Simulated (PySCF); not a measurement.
SMILES F[SiH2]/C=C/[SiH2]Cl at its PBE0/def2-SVP optimised geometry (Å):

```
12

Si    -0.4709    -0.6923     0.0000
F     -0.9418    -1.4367     1.3689
C     -1.1453    -1.6134    -1.4755
C     -1.9896    -1.0517    -2.3609
Si    -2.6614    -1.9610    -3.8483
Cl    -2.0984    -0.9694    -5.5805
H      1.0190    -0.6923     0.0000
H     -1.0190     0.6923     0.0000
H     -0.8251    -2.6534    -1.6380
H     -2.3089    -0.0105    -2.2043
H     -4.1510    -1.9993    -3.8266
H     -2.0962    -3.3387    -3.8743
```

Calculation: PBE0/def2-TZVP (PySCF). Cells within 0.4 Å of a nucleus heavier than hydrogen are left out (blank, or x).

Map of the electrostatic potential (hartree/e), clipped to [-0.08, 0.12] on the plane z = 0.0 Å:

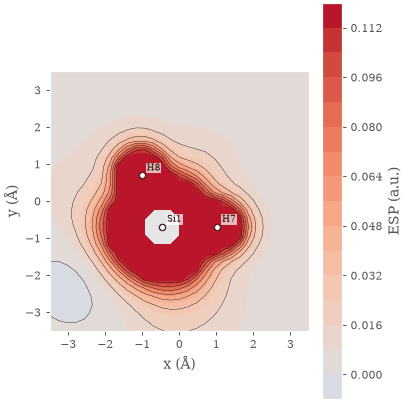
Fig. 1. Electrostatic potential (hartree/e), clipped to [-0.08, 0.12] on the plane z = 0.0 Å.
